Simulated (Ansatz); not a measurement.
# H₆N₂Si: what the fields show

The calculation's input:

```
crystal:
  periodic: [false, false, false]
  atoms:
    - { symbol: Si, position_ang: [0.124507, 0.132786, 0.300565] }
    - { symbol: H, position_ang: [0.261987, 0.388868, 1.739108] }
    - { symbol: "N", position_ang: [1.889423, 0.196202, 0.130746] }
    - { symbol: H, position_ang: [2.391185, -0.176147, -0.684812] }
    - { symbol: H, position_ang: [2.399403, -0.003117, 0.997363] }
    - { symbol: "N", position_ang: [-0.596597, 1.283773, -0.774289] }
    - { symbol: H, position_ang: [-1.576886, 1.175891, -1.040745] }
    - { symbol: H, position_ang: [-0.340245, 2.273072, -0.716152] }
    - { symbol: H, position_ang: [-0.634476, -1.141829, 0.033717] }
basis:
  gaussian: { orbitals: def2-SVP }
hamiltonian:
  xc: pbe
  dispersion: d4
relax:
  f_tol: 0.03
  max_steps: 50
output:
  orbitals: {}
```

Launched as:

```sh
ansatz run input.yaml --threads 1 --pin off --max-ram 2048MiB --backend cpu --events-out ev --progress --plain --runs-dir out
```

The fields are those of the run's last geometry, not of the input's.

Level of theory: RKS PBE-D4/def2-SVP in Ansatz 0.2.0.

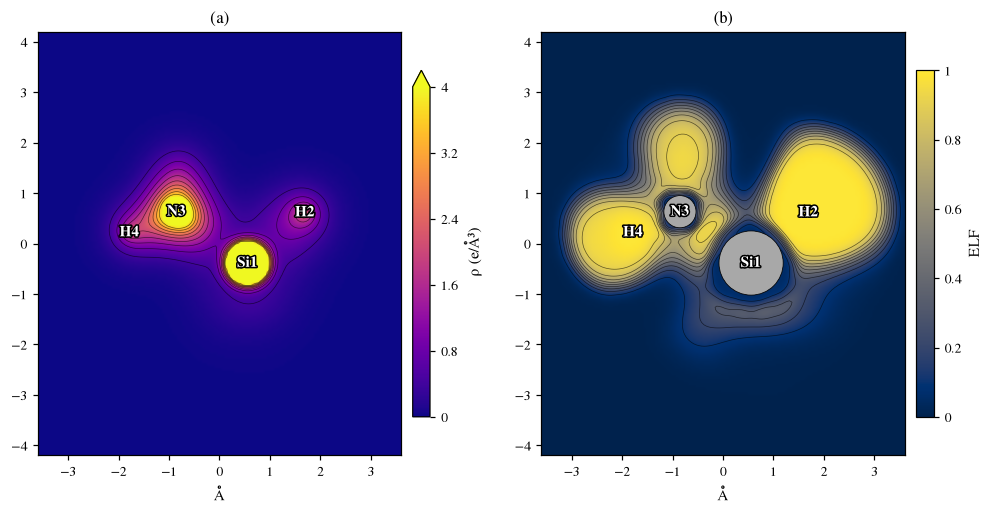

Figure 1. (a) electron density; (b) electron localisation function on the plane of atoms H2, Si1 and N3. Grey discs cover the atomic cores in the ELF map.

Read the bonding off the picture.

- Atoms in the plane: Si, H and N.
- Si–N (1.74 Å): the density is about 1 e/Å³ at the midpoint; the ELF peaks at about 0.95 between the atoms: a shared but strongly polarised pair.
- N–H (1.02 Å): ρ is about 2.7 e/Å³ halfway; the ELF climbs to about 1 towards the hydrogen, as it does in any bond to H (an ordinary covalent bond to hydrogen).
- Si–H (1.51 Å): ρ is about 0.74 e/Å³ halfway; the ELF climbs to about 1 towards the hydrogen.

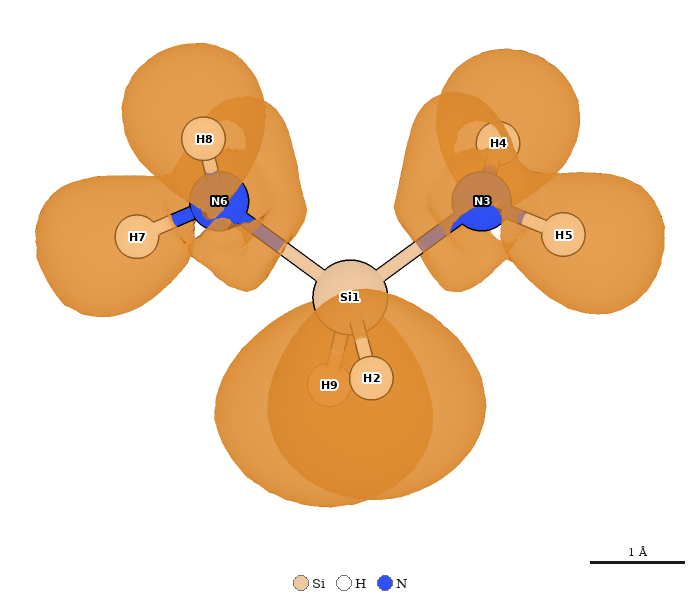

Figure 2. Isosurface of the ELF at 0.8 (orange), seen at a tilt. Core shells and regions of very low density are left out.

Where are the electrons localised?

The ELF exceeds this value in two regions around hydrogen nuclei and two joined regions spread over several atoms (H, N), in which their bonds and any lone pairs are merged.

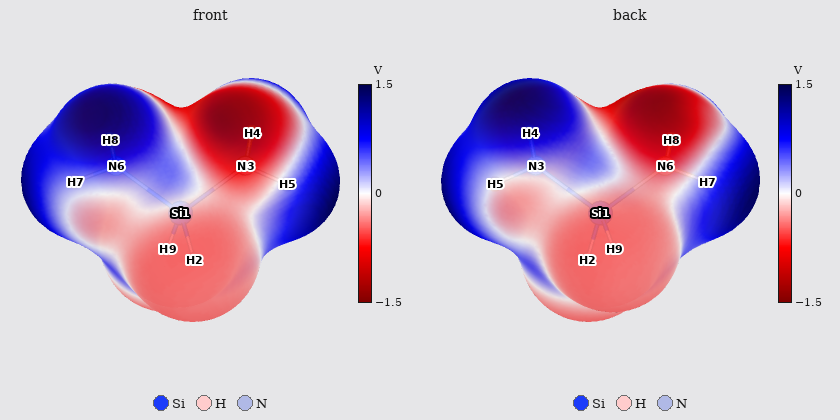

Figure 3. The molecular electrostatic potential painted on the density surface at 0.002 e/bohr³, seen from the front and from behind; red is negative and blue positive.

Which sites attract a positive test charge, and which a negative one?

A positive charge is drawn to the negative regions and a negative charge to the positive ones. The most negative region (about −1.3 V) lies over N3 and N6, the most positive (about +1.4 V) over H4, H5 and H7.
